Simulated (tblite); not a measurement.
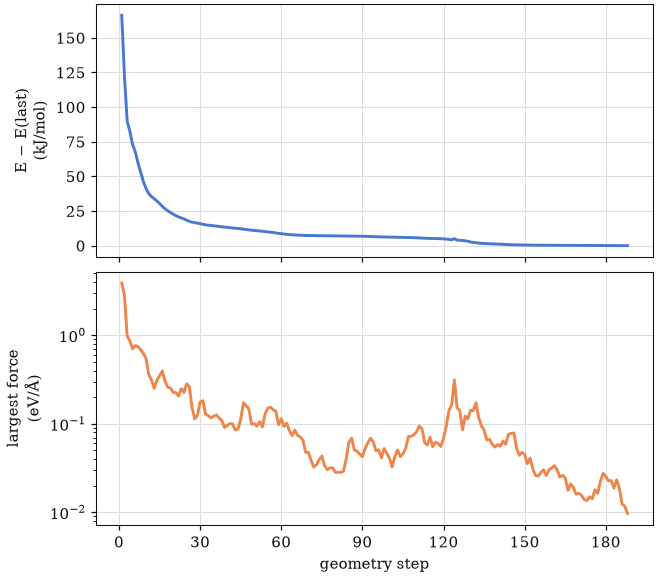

History of a geometry optimisation.

System: C6H13P2 (SMILES CP(C)C[P-]C1CC1) (charge −1).
Method: GFN2-xTB geometry optimisation, gas phase (tblite 0.8.0).

> How did the optimisation end?

The optimisation met its thresholds at geometry 188, counting the start as the first. The energy fell by about 170 kJ/mol from the first step to the last. The largest force goes from about 3.9 eV/Å at the start to 0.01 eV/Å at the end.
